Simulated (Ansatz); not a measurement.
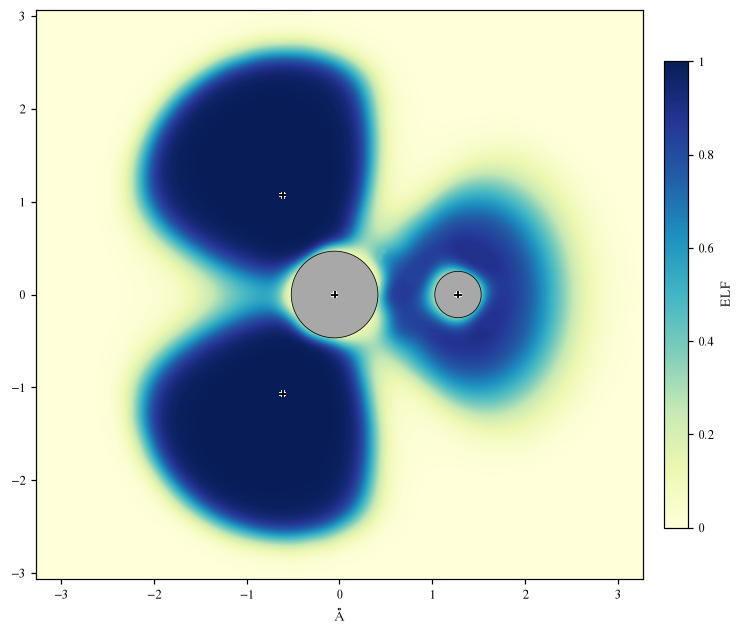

The ELF on a plane through atoms (crosses mark nuclei in the plane; grey discs cover the cores).

The calculation used Ansatz 0.2.0, RKS PBE0-D4/def2-TZVP.

Candidates:
A. H₄O₄Sn
B. AgH₆N₂ (charge +1)
C. BFH₂

Q: Which system is this?

A: Candidate C: BFH₂ on the molecular plane, which holds B, H and F. B–F (1.33 Å): the ELF peaks at about 0.85 between the atoms; a shared but strongly polarised pair. B–H (1.20 Å): the ELF climbs to about 1 towards the hydrogen, as it does in any bond to H; an ordinary covalent bond to hydrogen.
